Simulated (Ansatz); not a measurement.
Input file:

```
crystal:
  periodic: [false, false, false]
  atoms:
    - { symbol: B, position_ang: [0.4257, -2.719, -1.3695] }
    - { symbol: Si, position_ang: [1.2182, -1.8387, 0.151] }
    - { symbol: S, position_ang: [1.624, 0.2267, -0.2976] }
    - { symbol: Si, position_ang: [-0.2996, 0.8823, 0.005] }
    - { symbol: B, position_ang: [-0.57, 2.6594, -0.7151] }
    - { symbol: P, position_ang: [-0.8513, 0.9002, 2.164] }
    - { symbol: H, position_ang: [0.9262, -3.5876, -1.9096] }
    - { symbol: H, position_ang: [-0.6179, -2.2521, -1.7899] }
    - { symbol: H, position_ang: [0.3517, -1.9289, 1.3713] }
    - { symbol: H, position_ang: [2.4846, -2.5371, 0.4565] }
    - { symbol: H, position_ang: [-1.30299, 1.93692, -1.27156] }
    - { symbol: H, position_ang: [0.3717, 3.2218, -1.171] }
    - { symbol: H, position_ang: [-1.6642, 3.2417, -0.6421] }
    - { symbol: H, position_ang: [-0.0383, 2.0496, 2.4592] }
    - { symbol: H, position_ang: [-2.0661, 1.648, 1.9951] }
magnetization:
  spin_polarized: true
basis:
  gaussian: { orbitals: "6-31G" }
hamiltonian:
  xc: pbe
relax:
  f_tol: 0.02
  max_steps: 50
output:
  orbitals: {}
```

Launched as:

```sh
ansatz run input.yaml --threads 2 --pin off --max-ram 3072MiB --backend cpu --events-out ev --progress --plain --runs-dir out
```

The fields are those of the relaxed geometry.

Method: UKS PBE/6-31G (Ansatz 0.2.0).

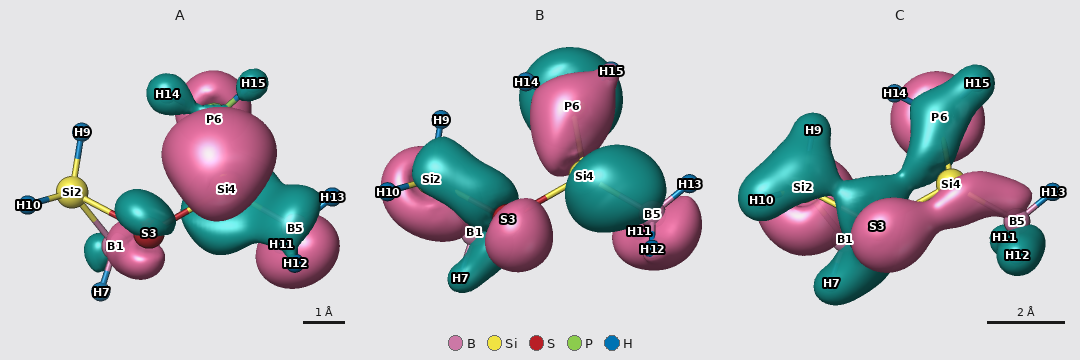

B2H9PSSi2. Three frontier orbitals at ±0.08 Å⁻³ᐟ² (teal and pink are the two phases), in no order.

Q: Which picture is the HOMO−1, the HOMO and the LUMO?

A: C is the HOMO−1 (−7.05 eV). Its weight (Hirshfeld) is mainly on Si2 (about 25 %), P6 (about 20 %), B1 (about 15 %), S3 (about 15 %) and Si4 (about 5 %). B is the HOMO (−6.47 eV). It lies mainly on P6 (about 30 %), Si4 (about 15 %), B5 (about 15 %), Si2 (about 10 %), S3 (about 10 %) and B1 (about 5 %). A is the LUMO (−3.59 eV). Its weight (Hirshfeld) is mainly on Si4 (about 55 %), B5 (about 10 %), P6 (about 10 %), H11 (about 10 %) and S3 (about 5 %).

Q: What is the HOMO–LUMO gap?

A: 2.88 eV between the orbital energies.
